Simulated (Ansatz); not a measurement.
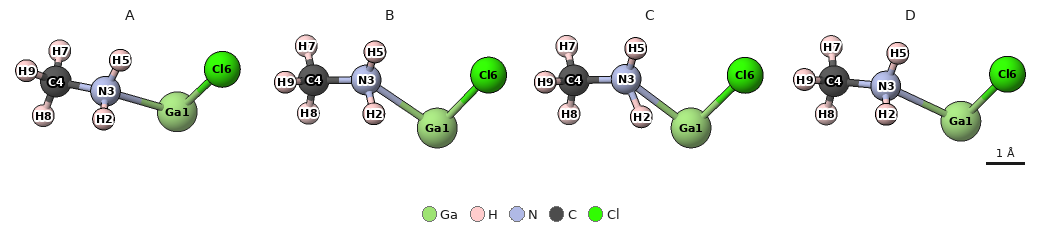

4 geometries from one relaxation of CH$_{5}$ClGaN, in shuffled order. A ball-and-stick model, seen at a tilt.

The run prepares an end point of a later path (reaction) calculation, from a guessed geometry.

All numbers below come from RKS B3LYP-D4/def2-SVPD in Ansatz 0.2.0. Settings: no spin polarisation; force threshold 0.03 eV/Å; at most 50 steps.

**Order the frames from highest to lowest energy.**

C, B, D, A. They are steps 0, 2, 4, 10, at +149.9 kJ/mol, +39.1 kJ/mol, +6.11 kJ/mol relative to the last. H2 moves most after the best rigid fit: 0.80 Å. Largest moves by element: H 0.80 Å, Ga 0.71 Å, N 0.33 Å, Cl 0.17 Å, C 0.06 Å. Among the contacts that change: Ga1–N3 2.279 → 2.426 Å, H2–N3 1.081 → 1.019 Å, Ga1–Cl6 2.298 → 2.349 Å, N3–H5 1.037 → 1.020 Å. Bond angles that change, for instance: Ga1–N3–H2 41.6° → 106.6°, Ga1–N3–H5 117.0° → 98.6°, H2–N3–H5 123.0° → 106.0°. Over 10 geometry steps the energy falls by 149.9 kJ/mol. Largest force component: 3.4 eV/Å at the start, 0.026 eV/Å at the end.
